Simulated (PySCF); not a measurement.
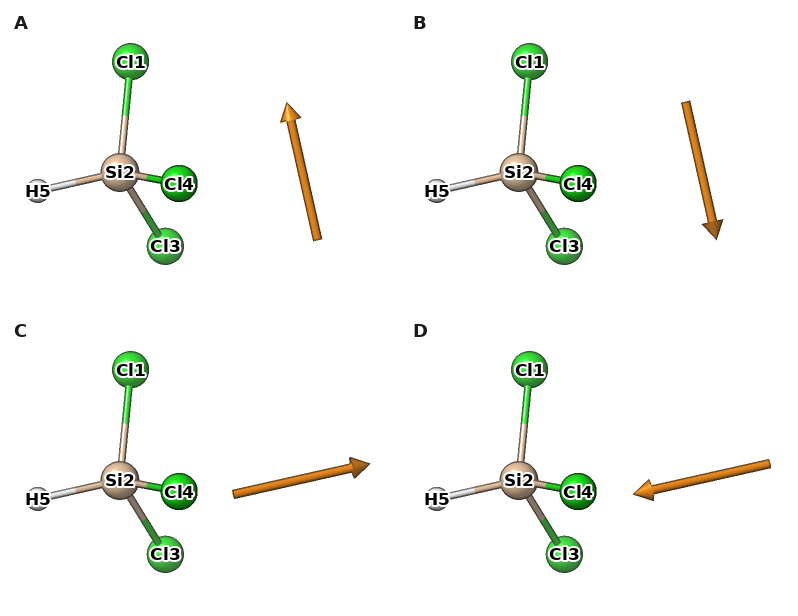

The same molecule four times, each with an arrow. Computed geometry: PBE0-D3(BJ)/def2-SVP optimisation. No frequency run is at hand to confirm it as a minimum. Properties computed with CAM-B3LYP/def2-SVPD, gas phase (PySCF 2.14.0).

Which arrow points along the dipole moment, from the negative to the positive end?

Answer. D. The dipole moment is 1.00 D; it points from the side of Cl1, Cl3, Cl4 to the side of H5 (the outermost atoms at the two ends).
